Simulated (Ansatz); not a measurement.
# BGe (quartet): one geometry, many settings at distance Ge1–B2 = 2.777 Å

What do other methods and options give for BGe (quartet) at this geometry, and how long do they take?

Program: Ansatz 0.2.0, Gaussian basis. Level of theory: the settings change from run to run. These are calculated values, not measurements.

16 further runs of the same task are left out: 1 for a known fault of the program, 11 that didn't finish, 4 set aside as unsound or not needed.

### Step 1. What is computed

The geometry derives from a PBE0/def2-TZVP stationary point (not a proven minimum). One bond is set to the value named and the two fragments are kept rigid. No spin-orbit coupling is included. The filled d shell of Ge may be among the frozen orbitals whatever the setting's name suggests; the logs give the count.

2 atoms, charge 0, spin multiplicity 4.

Atoms are counted from 1 here; the program's logs count them from 0.

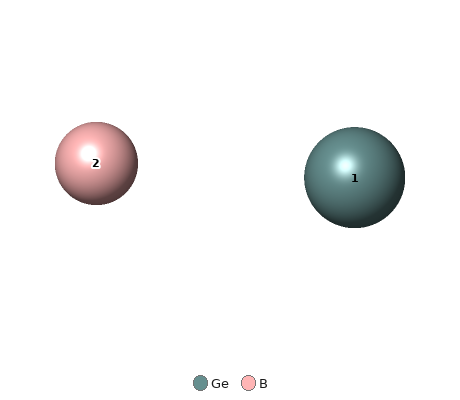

The geometry (germanium teal, boron pink); atoms are numbered from 1 in the order of the file.

As a file:

```xyz
2

Ge    0.00000    0.00000    0.00000
B     0.00000    0.00000    2.77700
```

### Step 2. MP2 on ROHF/cc-pVDZ

File in.yaml:

```yaml
crystal:
  periodic: [false, false, false]
  atoms:
    - {symbol: Ge, position_ang: [0.000000, 0.000000, 0.000000]}
    - {symbol: B, position_ang: [0.000000, 0.000000, 2.777000]}
basis:
  gaussian: {orbitals: cc-pVDZ, point_charges: [{charge: 0.50, position_ang: [2.618, 0.812, -0.754]}]}
magnetization: {spin_polarized: false, initial_magnetization: 3}
correlation: {method: mp2, electrons: all}
scf: {lower_state_search: full}
```

Run with:

```sh
$ ansatz run in.yaml --threads 1 --pin off --events-out ev --progress --plain --max-ram 2393MiB
```

The log of the run:

```text
Functional definition: HF
  name "HF"
  cite "Fock, Z. Phys. 61, 126 (1930) doi:10.1007/BF01340294"
  parent pbe
  exchange = exact_x
  correlation = 0
462 factors; integrals over basis functions are off by at most 1.1e-3 eV
mean field evaluation 1: about -57138.7056 eV, gradient 7.9e0 eV
mean field evaluation 2: about -57138.7157 eV, gradient 7.9e0 eV
mean field evaluation 4: about -57139.5726 eV, gradient 1.7e0 eV
mean field evaluation 8: about -57139.7956 eV, gradient 8.8e-1 eV
mean field evaluation 16: about -57139.8778 eV, gradient 2.6e-4 eV
mean field evaluation 32: about -57139.8600 eV, gradient 4.9e-1 eV
mean field evaluation 64: about -57138.4389 eV, gradient 2.4e0 eV
mean field evaluation 96: about -57139.1323 eV, gradient 1.8e0 eV
mean field evaluation 128: about -57139.8756 eV, gradient 2.5e-1 eV
mean field evaluation 160: about -57139.8778 eV, gradient 2.6e-4 eV
mean field evaluation 192: about -57139.8771 eV, gradient 1.3e-1 eV
mean field evaluation 224: about -57139.7226 eV, gradient 1.1e0 eV
mean field -57139.87781159 eV, -2099.8517787759 hartree, gradient 7.8e-6 eV, S^2 3.750000; 14 other end points of the search recorded, 0 dependent functions left out
mean field evaluation 256: about -57140.0401 eV, gradient 1.2e-1 eV
mean field evaluation 288: about -57139.6071 eV, gradient 7.4e-1 eV
mean field evaluation 320: about -57140.0179 eV, gradient 6.5e-1 eV
reference -57139.87781159 eV, -2099.8517787759 hartree; 20, 17 occupied and 21, 24 virtual orbitals, 462 factors
second order -3.17647280 eV of doubles, -0.09965543 eV of singles
Total energy: -57143.15393983 eV, -2099.9721742677 hartree
```

Wall time 6.5 s (1 thread of Arm Neoverse N1, shared host).

### Step 3. CASSCF(7,5)/6-31G

File in.yaml:

```yaml
crystal:
  periodic: [false, false, false]
  atoms:
    - {symbol: Ge, position_ang: [0.000000, 0.000000, 0.000000]}
    - {symbol: B, position_ang: [0.000000, 0.000000, 2.777000]}
basis:
  gaussian: {orbitals: 6-31G}
magnetization: {spin_polarized: false, initial_magnetization: 3}
correlation: {active_space: {window: {electrons: 7, orbitals: 5}, states: [{multiplicity: 4, weights: [1, 0.5, 0.5, 0.5]}]}}
scf: {lower_state_search: off}
```

The command is unchanged.

The log of the run, cut to the lines that bear on the results:

```text
Functional definition: HF
  name "HF"
  cite "Fock, Z. Phys. 61, 126 (1930) doi:10.1007/BF01340294"
  parent pbe
[...]
615 factors; integrals over basis functions are off by at most 8.6e-8 eV
[...]
mean field -57131.23278264 eV, -2099.5340798217 hartree, gradient 1.6e-6 eV, S^2 3.750000; 0 other end points of the search recorded, 0 dependent functions left out
reference -57131.23278264 eV, -2099.5340798217 hartree; 20, 17 occupied and 18, 21 virtual orbitals, 615 factors
state -57131.19929368 eV, -2099.5328491249 hartree
state -57125.35414476 eV, -2099.3180438640 hartree
state -57124.75746612 eV, -2099.2961163287 hartree
state -57124.75746612 eV, -2099.2961163287 hartree
Total energy: -57127.45353287 eV, -2099.3951949542 hartree
Checks for a lower state left out: stability, starts, cluster_reference, orbital_swaps, neighbouring_geometries, increment
```

It took 1.1 s on 1 thread of Arm Neoverse N1, shared host.

From the report: 10 determinants; active occupations (of the averaged states) 1.92, 1.48, 1.20, 1.20, 1.20.

### Step 4. NEVPT2(3,6)/def2-mTZVP

File in.yaml:

```yaml
crystal:
  periodic: [false, false, false]
  atoms:
    - {symbol: Ge, position_ang: [0.000000, 0.000000, 0.000000]}
    - {symbol: B, position_ang: [0.000000, 0.000000, 2.777000]}
basis:
  gaussian: {orbitals: def2-mTZVP}
magnetization: {spin_polarized: false, initial_magnetization: 3}
correlation: {method: sc_nevpt2, electrons: outside_noble_gas, active_space: {window: {electrons: 3, orbitals: 6}}}
output: {forces: true}
```

Launched as before.

The log of the run, cut to the lines that bear on the results:

```text
Functional definition: HF
  name "HF"
  cite "Fock, Z. Phys. 61, 126 (1930) doi:10.1007/BF01340294"
  parent pbe
[...]
511 factors; integrals over basis functions are off by at most 3.2e-4 eV
[...]
mean field -57140.32812194 eV, -2099.8683273757 hartree, gradient 1.7e-6 eV, S^2 3.750000; 13 other end points of the search recorded, 0 dependent functions left out
reference -57140.32812194 eV, -2099.8683273757 hartree; 20, 17 occupied and 35, 38 virtual orbitals, 511 factors
state -57140.85097199 eV, -2099.8875417609 hartree
state -57140.85097199 eV, -2099.8875417609 hartree; corrected -57143.33707789 eV, -2099.9789044673 hartree
[...]
Total energy: -57143.33707789 eV, -2099.9789044673 hartree
Atom 0 at     0.000000     0.000000     0.000000 Å, force     0.000000    -0.000000     1.920371 eV/Å
Atom 1 at     0.000000     0.000000     2.777000 Å, force    -0.000000     0.000000    -1.920371 eV/Å
Dipole moment:    -0.000000     0.000000    -0.036418 e Å
```

Wall time 11 s (1 thread of Arm Neoverse N1, shared host).

From the report: 8 determinants; active occupations 0.94, 0.94, 0.93, 0.07, 0.06, 0.06.

### Step 5. MRCISD+Q(relaxed)(7,7)/cc-pVDZ

File in.yaml:

```yaml
crystal:
  periodic: [false, false, false]
  atoms:
    - {symbol: Ge, position_ang: [0.000000, 0.000000, 0.000000]}
    - {symbol: B, position_ang: [0.000000, 0.000000, 2.777000]}
basis:
  gaussian: {orbitals: cc-pVDZ}
magnetization: {spin_polarized: false, initial_magnetization: 3}
correlation: {method: fic_mrcisd_q_relaxed, electrons: outside_noble_gas, active_space: {window: {electrons: 7, orbitals: 7}}}
```

The command is unchanged.

The log of the run, cut to the lines that bear on the results:

```text
Functional definition: HF
  name "HF"
  cite "Fock, Z. Phys. 61, 126 (1930) doi:10.1007/BF01340294"
  parent pbe
[...]
462 factors; integrals over basis functions are off by at most 1.1e-3 eV
[...]
mean field -57139.54037241 eV, -2099.8393781144 hartree, gradient 5.0e-6 eV, S^2 3.750000; 15 other end points of the search recorded, 0 dependent functions left out
reference -57139.54037241 eV, -2099.8393781144 hartree; 20, 17 occupied and 21, 24 virtual orbitals, 462 factors
state -57140.71310807 eV, -2099.8824753551 hartree
contracted CI cycle   1: correlation 0.00000000 eV, 0.0000000000 hartree, residual 9.35e0 eV
contracted CI cycle   2: correlation -2.41398089 eV, -0.0887121615 hartree, residual 2.25e0 eV
contracted CI cycle   3: correlation -2.56437761 eV, -0.0942391390 hartree, residual 1.09e0 eV
[...]
contracted CI cycle   8: correlation -2.78286198 eV, -0.1022682916 hartree, residual 7.52e-2 eV
contracted CI cycle   9: correlation -2.78302071 eV, -0.1022741247 hartree, residual 2.94e-2 eV
contracted CI cycle  10: correlation -2.78304634 eV, -0.1022750665 hartree, residual 1.25e-2 eV
contracted CI cycle  11: correlation -2.78305091 eV, -0.1022752344 hartree, residual 5.91e-3 eV
contracted CI cycle  12: correlation -2.78305188 eV, -0.1022752703 hartree, residual 2.97e-3 eV
contracted CI cycle  13: correlation -2.78305214 eV, -0.1022752798 hartree, residual 1.45e-3 eV
contracted CI cycle  14: correlation -2.78305221 eV, -0.1022752823 hartree, residual 7.06e-4 eV
contracted CI cycle  15: correlation -2.78305222 eV, -0.1022752828 hartree, residual 3.19e-4 eV
state -57140.50655629 eV, -2099.8748847173 hartree; corrected -57143.62279488 eV, -2099.9894043731 hartree
state -57140.71310807 eV, -2099.8824753551 hartree; corrected -57143.63882665 eV, -2099.9899935299 hartree
Total energy: -57143.63882665 eV, -2099.9899935299 hartree
```

Run time: 19 s. Hardware: 1 thread of Arm Neoverse N1, shared host.

From the report: 128 determinants; active occupations 1.97, 1.92, 1.00, 0.98, 0.95, 0.10, 0.08.

### Step 6. CCSD on UHF/cc-pVDZ

File in.yaml:

```yaml
crystal:
  periodic: [false, false, false]
  atoms:
    - {symbol: Ge, position_ang: [0.000000, 0.000000, 0.000000]}
    - {symbol: B, position_ang: [0.000000, 0.000000, 2.777000]}
basis:
  gaussian: {orbitals: cc-pVDZ, fitting: {mean_field: def2-universal-jkfit}}
magnetization: {spin_polarized: true, initial_magnetization: 3}
correlation: {method: ccsd, electrons: valence, diis_vectors: 4}
scf: {lower_state_search: off}
```

Same command.

The log of the run, cut to the lines that bear on the results:

```text
Functional definition: HF
  name "HF"
  cite "Fock, Z. Phys. 61, 126 (1930) doi:10.1007/BF01340294"
  parent pbe
[...]
341 factors; integrals over basis functions are off by at most 4.1e-2 eV
[...]
mean field -57139.68951536 eV, -2099.8448590167 hartree, gradient 1.8e-6 eV, S^2 3.768439; 0 other end points of the search recorded, 0 dependent functions left out
10 core orbitals not correlated: weight in the atoms' cores, before any rotation towards them, 1.000 or more for the frozen orbitals, at most 0.000 for the correlated occupied ones
reference -57139.68951536 eV, -2099.8448590167 hartree; 10, 7 occupied and 21, 24 virtual orbitals, 341 factors
second order -2.88294002 eV of doubles, -0.00000000 eV of singles
cycle   1  -3.49736290 eV  change   -6.1e-1 eV  update   9.9e-2
[...]
cycle  16  -4.04131091 eV  change    2.9e-6 eV  update   4.6e-6
Total energy: -57143.73082626 eV, -2099.9933744533 hartree
Checks for a lower state left out: stability, starts, cluster_reference, orbital_swaps, neighbouring_geometries, increment
```

It took 1.1 s on 1 thread of Arm Neoverse N1, shared host.

From the report: ⟨S²⟩ of the determinant 3.768 (pure quartet: 3.75); correlation -4.0413 eV; T1 0.056; largest double amplitude 0.13.

### Step 7. NEVPT4(SD)(3,6)/cc-pVDZ

File in.yaml:

```yaml
crystal:
  periodic: [false, false, false]
  atoms:
    - {symbol: Ge, position_ang: [0.000000, 0.000000, 0.000000]}
    - {symbol: B, position_ang: [0.000000, 0.000000, 2.777000]}
basis:
  gaussian: {orbitals: cc-pVDZ}
magnetization: {spin_polarized: false, initial_magnetization: 3}
correlation: {method: fic_nevpt4_sd, electrons: outside_noble_gas, active_space: {window: {electrons: 3, orbitals: 6}, states: [{multiplicity: 4, weights: [0.5, 0.5]}], root: 1}}
accuracy: high
```

Same command.

The log of the run, cut to the lines that bear on the results:

```text
Functional definition: HF
  name "HF"
  cite "Fock, Z. Phys. 61, 126 (1930) doi:10.1007/BF01340294"
  parent pbe
[...]
765 factors; integrals over basis functions are off by at most 4.4e-9 eV
[...]
mean field -57139.54039214 eV, -2099.8393788395 hartree, gradient 2.1e-8 eV, S^2 3.750000; 18 other end points of the search recorded, 0 dependent functions left out
reference -57139.54039214 eV, -2099.8393788395 hartree; 20, 17 occupied and 21, 24 virtual orbitals, 765 factors
state -57140.03630123 eV, -2099.8576031626 hartree
state -57138.78906678 eV, -2099.8117681417 hartree
state -57140.03630123 eV, -2099.8576031626 hartree; corrected -57143.44834060 eV, -2099.9829932965 hartree
state -57138.78906678 eV, -2099.8117681417 hartree; corrected -57142.29206181 eV, -2099.9405008350 hartree
Total energy: -57142.29206181 eV, -2099.9405008350 hartree
```

It took 14 s on 1 thread of Arm Neoverse N1, shared host.

From the report: 8 determinants; active occupations (of the averaged states) 0.94, 0.72, 0.72, 0.28, 0.28, 0.06.

### Step 8. CCSDT/cc-pVDZ

File in.yaml:

```yaml
crystal:
  periodic: [false, false, false]
  atoms:
    - {symbol: Ge, position_ang: [0.000000, 0.000000, 0.000000]}
    - {symbol: B, position_ang: [0.000000, 0.000000, 2.777000]}
basis:
  gaussian: {orbitals: cc-pVDZ}
magnetization: {spin_polarized: true, initial_magnetization: 3}
hamiltonian: {xc: {name: r2SCAN}}
correlation: {method: ccsdt, electrons: outside_noble_gas}
scf: {lower_state_search: off}
output: {forces: true}
```

The command is unchanged.

The log of the run, cut to the lines that bear on the results:

```text
Functional definition: r2SCAN
  name "r2SCAN"
  cite "Furness, Kaplan, Ning, Perdew & Sun, J. Phys. Chem. Lett. 11, 8208 (2020) doi:10.1021/acs.jpclett.0c02405"
  cite "Furness, Kaplan, Ning, Perdew & Sun, J. Phys. Chem. Lett. 11, 9248 (2020) doi:10.1021/acs.jpclett.0c03077"
  parent r2scan
[...]
764 factors; integrals over basis functions are off by at most 2.0e-7 eV
[...]
mean field -57186.78998886 eV, -2101.5757694922 hartree, gradient 1.6e-6 eV, S^2 3.756645; 0 other end points of the search recorded, 0 dependent functions left out
15 core orbitals not correlated: weight in the atoms' cores, before any rotation towards them, 1.000 or more for the frozen orbitals, at most 0.000 for the correlated occupied ones
reference -57138.70447174 eV, -2099.8086593314 hartree; 5, 2 occupied and 21, 24 virtual orbitals, 764 factors
second order -3.43431402 eV of doubles, -0.30152314 eV of singles
cycle   1  -3.92550141 eV  change   -2.0e-1 eV  update   1.5e-1
[...]
cycle  22  -4.65587543 eV  change   -5.8e-8 eV  update   2.3e-7
[...]
Total energy: -57143.36034717 eV, -2099.9797595977 hartree
Atom 0 at     0.000000     0.000000     0.000000 Å, force    -0.000000    -0.000000     1.947859 eV/Å
Atom 1 at     0.000000     0.000000     2.777000 Å, force    -0.000000    -0.000000    -1.947859 eV/Å
Dipole moment:     0.000000    -0.000000    -0.011028 e Å
Checks for a lower state left out: starts, cluster_reference, orbital_swaps, neighbouring_geometries, increment
```

Run time: 30 s. Hardware: 1 thread of Arm Neoverse N1, shared host.

From the report: ⟨S²⟩ of the determinant 3.757 (pure quartet: 3.75); correlation -4.6559 eV; T1 0.024; largest double amplitude 0.15. The orbitals are Kohn-Sham ones, so correlation energy and T1 don't compare with those on Hartree-Fock orbitals.

### Step 9. CASCI(5,8)/cc-pVDZ

File in.yaml:

```yaml
crystal:
  periodic: [false, false, false]
  atoms:
    - {symbol: Ge, position_ang: [0.000000, 0.000000, 0.000000]}
    - {symbol: B, position_ang: [0.000000, 0.000000, 2.777000]}
basis:
  gaussian: {orbitals: cc-pVDZ}
magnetization: {spin_polarized: false, initial_magnetization: 3}
correlation: {active_space: {window: {electrons: 5, orbitals: 8}, fixed_orbitals: true}}
scf: {lower_state_search: full}
output: {forces: true}
```

Same command.

The log of the run, cut to the lines that bear on the results:

```text
Functional definition: HF
  name "HF"
  cite "Fock, Z. Phys. 61, 126 (1930) doi:10.1007/BF01340294"
  parent pbe
[...]
462 factors; integrals over basis functions are off by at most 1.1e-3 eV
[...]
mean field -57139.54037241 eV, -2099.8393781144 hartree, gradient 5.0e-6 eV, S^2 3.750000; 20 other end points of the search recorded, 0 dependent functions left out
reference -57139.54037241 eV, -2099.8393781144 hartree; 20, 17 occupied and 21, 24 virtual orbitals, 462 factors
state -57140.27496635 eV, -2099.8663739441 hartree
[...]
Total energy: -57140.27496635 eV, -2099.8663739441 hartree
Atom 0 at     0.000000     0.000000     0.000000 Å, force     0.000000     0.000000     1.863479 eV/Å
Atom 1 at     0.000000     0.000000     2.777000 Å, force    -0.000000    -0.000000    -1.863479 eV/Å
Dipole moment:    -0.000000     0.000000     0.172622 e Å
```

Run time: 8.5 s. Hardware: 1 thread of Arm Neoverse N1, shared host.

From the report: 160 determinants; active occupations 1.96, 0.97, 0.97, 0.97, 0.05, 0.04, 0.04, 0.00.

### Step 10. BCCD(T) on UHF/STO-3G

File in.yaml:

```yaml
crystal:
  periodic: [false, false, false]
  atoms:
    - {symbol: Ge, position_ang: [0.000000, 0.000000, 0.000000]}
    - {symbol: B, position_ang: [0.000000, 0.000000, 2.777000]}
basis:
  gaussian: {orbitals: STO-3G}
magnetization: {spin_polarized: true, initial_magnetization: 3}
correlation: {method: bccd_t, electrons: outside_noble_gas}
output: {forces: true}
```

The command is unchanged.

The log of the run, cut to the lines that bear on the results:

```text
Functional definition: HF
  name "HF"
  cite "Fock, Z. Phys. 61, 126 (1930) doi:10.1007/BF01340294"
  parent pbe
[...]
232 factors; integrals over basis functions are off by at most 7.1e-5 eV
[...]
mean field -56485.72777538 eV, -2075.8122083438 hartree, gradient 1.8e-6 eV, S^2 3.763578; 19 other end points of the search recorded, 0 dependent functions left out
determinant -56485.72777538 eV, -2075.8122083438 hartree, with singles and doubles -56487.52547492 eV, -2075.8782725833 hartree
determinant -56485.59626394 eV, -2075.8073753874 hartree, with singles and doubles -56487.24217978 eV, -2075.8678616788 hartree
determinant -56485.43253750 eV, -2075.8013585518 hartree, with singles and doubles -56486.86741252 eV, -2075.8540892363 hartree
determinant -56485.07159247 eV, -2075.7880940666 hartree, with singles and doubles -56486.54894685 eV, -2075.8423858388 hartree
[...]
15 core orbitals not correlated, not the lowest: weight in the atoms' cores, before any rotation towards them, 0.525 or more for the frozen orbitals, at most 0.470 for the correlated occupied ones
reference -56485.72777538 eV, -2075.8122083438 hartree; 5, 2 occupied and 3, 6 virtual orbitals, 232 factors
second order -0.78186582 eV of doubles, -0.00000000 eV of singles
cycle   1  -1.83101068 eV  change   -9.5e-3 eV  update   9.2e-2
[...]
cycle  19  -1.67820778 eV  change   -4.6e-7 eV  update   1.2e-7
perturbative correction -0.13860125 eV, -0.0050935020 hartree
WARN: the results are in doubt because among natural orbitals full CI differs from the method by -0.195 eV
[...]
Total energy: -56487.54458441 eV, -2075.8789748440 hartree
Atom 0 at     0.000000     0.000000     0.000000 Å, force    -0.000000    -0.000000     2.932561 eV/Å
Atom 1 at     0.000000     0.000000     2.777000 Å, force    -0.000000     0.000000    -2.932561 eV/Å
Dipole moment:     0.000000     0.000000     0.224378 e Å
In doubt: among natural orbitals full CI differs from the method by -0.195 eV
```

Run time: 4.5 s. Hardware: 1 thread of Arm Neoverse N1, shared host.

From the report: ⟨S²⟩ of the determinant 3.764 (pure quartet: 3.75); correlation -1.8168 eV; largest double amplitude 0.15. The program marks this result as in doubt; its last lines say why.

### Step 11. The runs in one table

Where basis and cores are those of an earlier FCI/cc-pVDZ run (-57143.6191 eV), and the state is the same kind, the miss against it is given. † marks a result that the program doubts.

| level | correlated | functions | energy (eV) | from FCI (meV) | time |
| --- | --- | --- | --- | --- | --- |
| MP2 on ROHF/cc-pVDZ (beside a point charge) | all | 41 | -57143.1539 |  | 6.5 s |
| CASSCF(7,5)/6-31G (mean of several states) |  | 38 | -57127.4535 |  | 1.1 s |
| NEVPT2(3,6)/def2-mTZVP | outside noble gas | 55 | -57143.3371 |  | 11 s |
| MRCISD+Q(relaxed)(7,7)/cc-pVDZ | outside noble gas | 41 | -57143.6388 | -19.7 | 19 s |
| CCSD on UHF/cc-pVDZ | valence | 41 | -57143.7308 |  | 1.1 s |
| NEVPT4(SD)(3,6)/cc-pVDZ (excited root 1 of an average) | outside noble gas | 41 | -57142.2921 |  | 14 s |
| CCSDT/cc-pVDZ (on r2SCAN orbitals) | outside noble gas | 41 | -57143.3603 | 258.8 | 30 s |
| CASCI(5,8)/cc-pVDZ |  | 41 | -57140.2750 | 3344.2 | 8.5 s |
| BCCD(T) on UHF/STO-3G † | outside noble gas | 23 | -56487.5446 |  | 4.5 s |

### Step 12. Outcome

| quantity | value |
| --- | --- |
| runs | 9 |
| quickest | CCSD on UHF/cc-pVDZ, 1.1 s |
| slowest | CCSDT/cc-pVDZ (on r2SCAN orbitals), 30 s |

In words: Total energies in different bases, with other cores or another treatment of relativity can't be set against each other. CCSDT/cc-pVDZ (on r2SCAN orbitals) took 29 times as long as CCSD on UHF/cc-pVDZ; the jobs differ in more than the method. Among the correlated runs with a miss given, it spans -20 to +259 meV. Hartree-Fock, CASSCF and CASCI lack dynamic correlation by design. Cores frozen from Kohn-Sham orbitals shift the total energy.
